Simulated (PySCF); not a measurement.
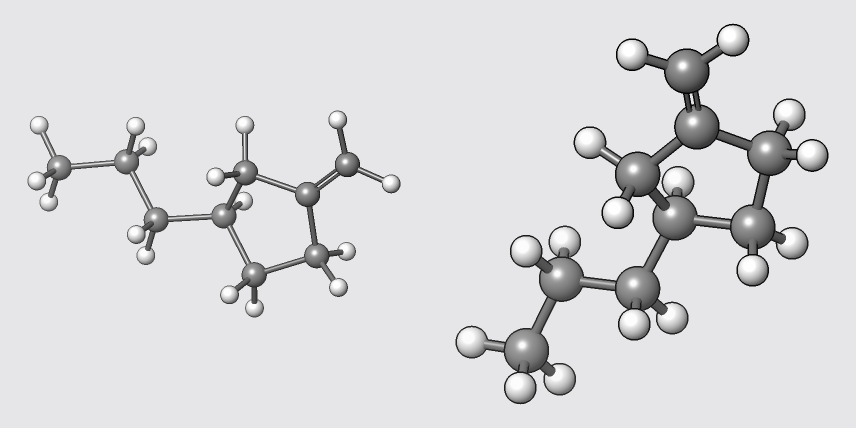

Two views of one molecule. Colours: carbon grey, hydrogen white.

The computed structure is the end point of a PBE0-D3(BJ)/def2-SVP optimisation. No frequency run is at hand to confirm it as a minimum.

Describe the molecule.

It has 25 atoms: 9 carbon and 16 hydrogen (C9H16). SMILES: `C=C1CC[C@@H](CCC)C1`. Independent rings (smallest set): 1 of 5 members. Among its groups: alkene. This geometry has C1 symmetry. Coordination: 2 C trigonal planar; 7 C tetrahedral.

The parts below concern this one geometry. Atoms keep their numbers from picture to picture.

## Electronic properties

No frequency run is at hand to confirm it as a minimum. Level of theory: PBE0/pcSseg-1 in chloroform (IEF-PCM) (PySCF 2.14.0).

What does the calculation give?

- dipole moment: 0.82 D
- HOMO energy (Kohn–Sham orbital): −6.88 eV
- LUMO energy (Kohn–Sham orbital): 0.32 eV
- HOMO–LUMO gap: 7.20 eV

## Ring current

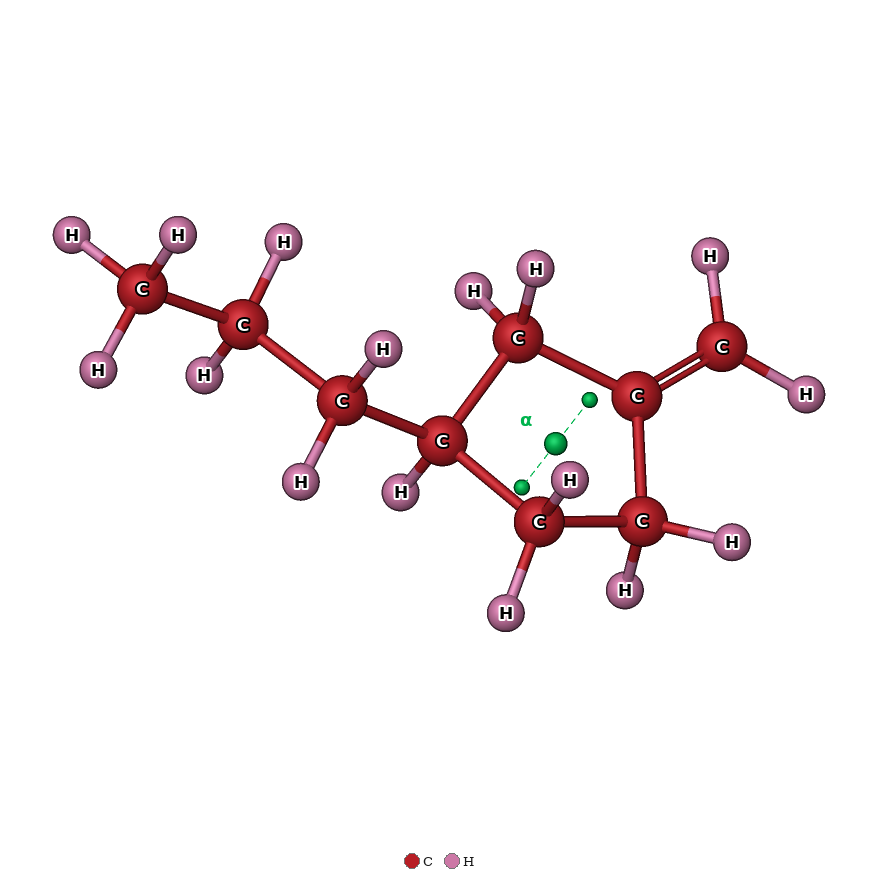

The small points mark where nucleus-independent chemical shifts (NICS) were computed: at the centre of each lettered ring and 1 Å above and below it. No frequency run is at hand to confirm it as a minimum. Level of theory: GIAO PBE0/pcSseg-1 NMR shielding, non-relativistic, IEF-PCM chloroform (PySCF 2.14.0).

Give NICS(0), NICS(1) and the out-of-plane component NICS(1)zz for each ring (means of the two sides).

```json
{"ring": "α", "members": "C5", "NICS(0)": "−3.0", "NICS(1)": "−3.6", "NICS(1)zz": "−2.3"}
```

Values in ppm.

> What do the values say about the ring currents?

Ring α: weak, as in a non-aromatic ring. NICS is one index among several.

## Charges

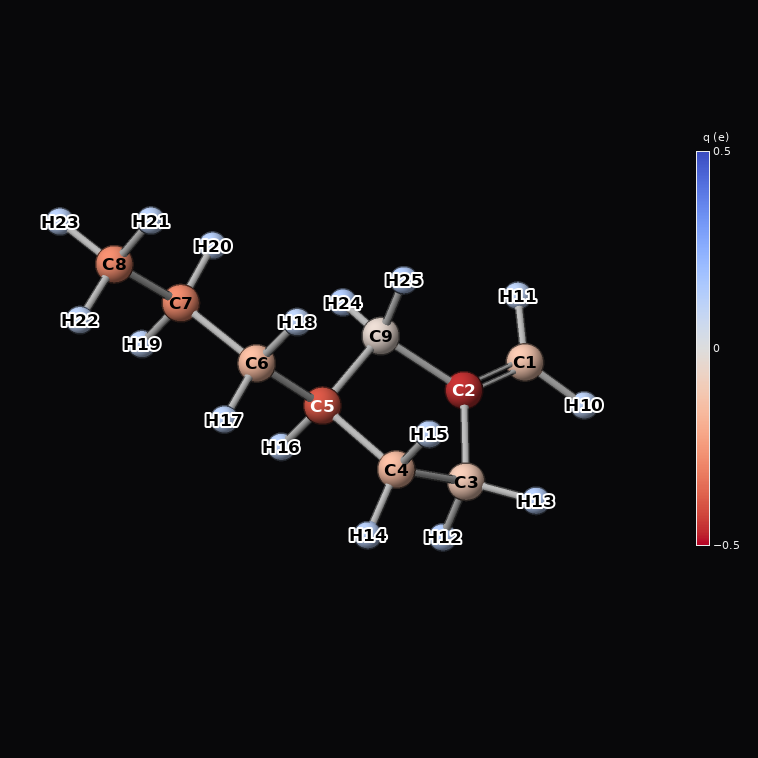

Atoms are coloured by their Mulliken charges. No frequency run is at hand to confirm it as a minimum. Properties computed with PBE0/pcSseg-1 in acetonitrile (IEF-PCM) (PySCF 2.14.0).

List the Mulliken charges.

| atom | value (e) |
| --- | --- |
| C1 | −0.12 |
| C2 | −0.45 |
| C3 | −0.10 |
| C4 | −0.15 |
| C5 | −0.39 |
| C6 | −0.15 |
| C7 | −0.28 |
| C8 | −0.28 |
| C9 | −0.04 |
| H10 | 0.11 |
| H11 | 0.11 |
| H12 | 0.14 |
| H13 | 0.14 |
| H14 | 0.13 |
| H15 | 0.12 |
| H16 | 0.12 |
| H17 | 0.12 |
| H18 | 0.11 |
| H19 | 0.12 |
| H20 | 0.13 |
| H21 | 0.11 |
| H22 | 0.11 |
| H23 | 0.12 |
| H24 | 0.14 |
| H25 | 0.14 |

Mulliken values depend strongly on the basis set and can even reverse the polarity of a bond.
